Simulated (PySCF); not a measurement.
**C₃H₆O₂Si: density, localisation and related maps**

Input file:

```
{"job": {"kind": "nmr", "xc": "PBE0", "basis": "pcSseg-1"}, "charge": 0, "multiplicity": 1}
C      1.964152     0.938200     0.133060
C      0.786194     0.369035    -0.008659
C      0.209328    -0.923833     0.502140
Si    -1.296817    -0.404163    -0.556641
O     -2.745274    -0.033800     0.058794
O     -0.268185     0.905827    -0.737515
H      2.193663     1.881798    -0.327477
H      2.729771     0.465187     0.720040
H      0.783902    -1.798414     0.211261
H      0.096787    -0.933930     1.584509
H     -1.594615    -1.114986    -1.779202
H     -2.857706     0.648393     0.717793
```

Launched as:

```sh
OMP_NUM_THREADS=1 python probes_run.py task.json out
```

Geometry: GFN2-xTB.

Theory: PBE0/pcSseg-1, SCF density, gas phase, non-relativistic in PySCF 2.14.0.

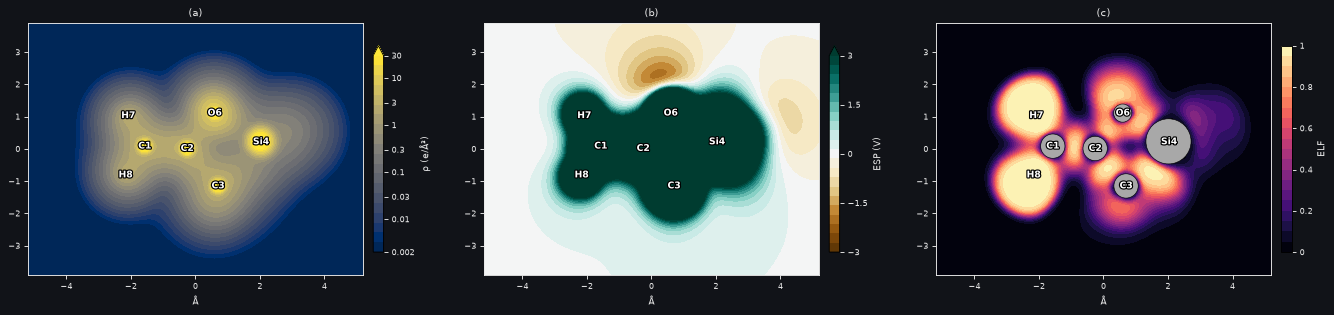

Figure 1. (a) total electron density; (b) electrostatic potential; (c) ELF on the plane of atoms C1, C2 and C3. Grey discs cover the atomic cores in the ELF map.

Q: Read the bonding off the picture.

A: The section cuts through C, Si, O and H sites.
C–C (1.32 Å): ρ at the midpoint is about 2.4 e/Å³; the ELF peaks at about 0.90 between the atoms; a multiple bond.
C–O (1.39 Å): ρ at the midpoint is about 2.2 e/Å³, with its minimum of 1.9 e/Å³ about 0.5 Å from C; the ELF peaks at about 0.90 between the atoms (a polar covalent bond).
C–Si (1.91 Å): the density is about 0.89 e/Å³ at the midpoint; the ELF peaks at about 0.95 between the atoms (localised, covalent bonding).
C–C (1.51 Å): the density is about 1.7 e/Å³ at the midpoint; the ELF peaks at about 0.95 between the atoms (a covalent bond).
Si–O (1.68 Å): ρ at the midpoint is about 1.1 e/Å³; the ELF peaks at about 0.90 between the atoms: a polar covalent bond.
The ELF also peaks beside O6, away from the bonds: lone-pair regions.
Outside the dense part of the molecule the potential is most negative (−2.0 V) near O6.

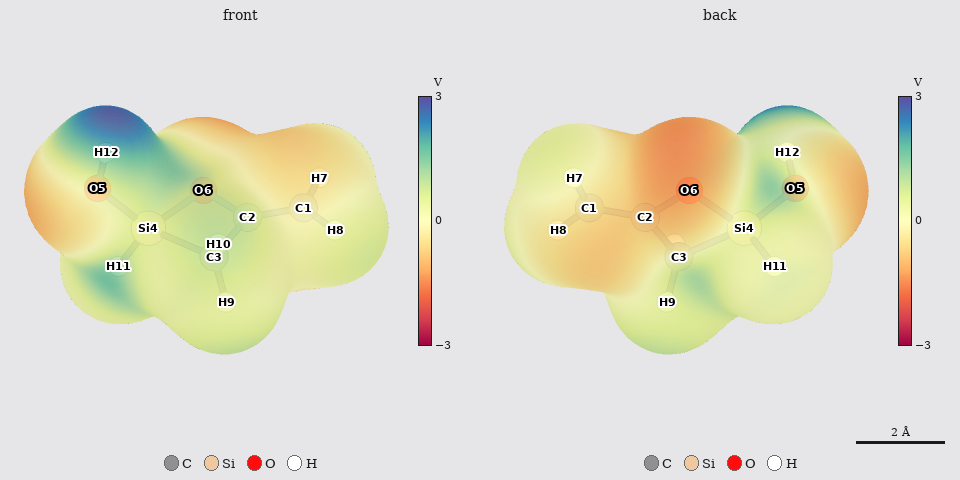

Figure 2. The electrostatic potential painted on the density surface at 0.002 e/bohr³, seen from the front and from behind; the colour scale runs from red (negative) to blue (positive).

Q: Where is the surface potential most negative and most positive?

A: The most negative region (about −1.5 V) lies over O6, the most positive (about +2.8 V) over H12. O6 is the likeliest acceptor of a hydrogen bond.

Q: How polar is the molecule by this calculation?

A: Its dipole moment is 1.83 D.
